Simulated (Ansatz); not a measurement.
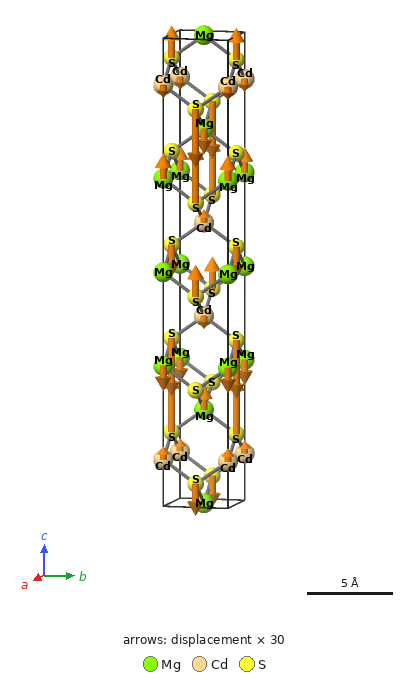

This is a relaxation of crystalline Mg$_{3}$Cd$_{2}$S$_{5}$ (a generated structure, set up in I-4m2) (coarse preliminary run). The starting structure is drawn; orange arrows show the displacements (the part carried along by the change of the cell is left out), 30 times their true length.

Style: ball-and-stick. Shown: the conventional cell (2 times the calculation's cell), slightly off an axis. Lengths and directions refer to the drawn axes.

Theory: Ansatz 0.2.0, DFT PBE, scalar-relativistic, plane waves, PAW.

Input
```yaml
crystal:
  lattice:
    - [-1.97239362, 1.97239362, 13.94692905]
    - [1.97239362, -1.97239362, 13.94692905]
    - [1.97239362, 1.97239362, -13.94692905]
  atoms:
    - { symbol: Mg, position: [0.7, 0.7, 0.0] }
    - { symbol: Mg, position: [0.3, 0.3, 0.0] }
    - { symbol: Mg, position: [0.5, 0.5, 0.0] }
    - { symbol: Cd, position: [0.9, 0.9, 0.0] }
    - { symbol: Cd, position: [0.1, 0.1, 0.0] }
    - { symbol: S, position: [0.35, 0.85, 0.5] }
    - { symbol: S, position: [0.95, 0.45, 0.5] }
    - { symbol: S, position: [0.55, 0.05, 0.5] }
    - { symbol: S, position: [0.15, 0.65, 0.5] }
    - { symbol: S, position: [0.75, 0.25, 0.5] }
basis:
  ecutwfc: 420
kpoints:
  mp_grid: { grid: [6, 6, 6] }
hamiltonian:
  xc: pbe
scf:
  occupations: { method: gaussian, width: 0.1 }
  lower_state_search: "off"
output:
  forces: true
  stress: true
  eigenvalues: true
relax:
  adjacent_minimum: "off"
  f_tol: 0.04
  max_steps: 70
  cell: { stress_tol: 0.4 }
```

Run as
```bash
ansatz run input.yaml --threads 4 --pin off --max-ram 8192MiB --backend cpu --events-out ev --progress --plain --runs-dir out
```

> Atoms of which element are displaced furthest, and by how much?

Sulfur: up to 0.12 Å, against 0.05 Å for magnesium.

> What happened in the run?

After 2 accepted moves (3 points after the start) the energy has fallen by 74.1 meV per atom. The largest force component goes from 1 to 0.0092 eV/Å. The pressure goes from 8.15 to 0.20 GPa. At 1 point the geometry stayed and the basis and grid were re-selected for the new cell (energy shift of 0.2 meV per atom at most each time). The largest moves relative to the cell, 0.12 Å, are those of S6 and S9. S9 goes along +c. By element the largest moves are S 0.12 Å, Mg 0.05 Å, Cd 0.03 Å. Cell: a = b 3.945 → 4.094 Å (+3.8 %), c 27.894 → 28.797 Å (+3.2 %). Volume +11.2 %. Near-neighbour distances that change, for instance: Cd4–S6 2.416 → 2.555 Å, Mg1–S10 2.416 → 2.474 Å. Among the angles between lasting bonds that change: Cd5–S8–Cd5 109.5° → 106.5°, S6–Cd4–S6 109.5° → 106.5°, Mg3–S8–Mg3 109.5° → 112.2°. The space group stays I-4m2 (No. 119).
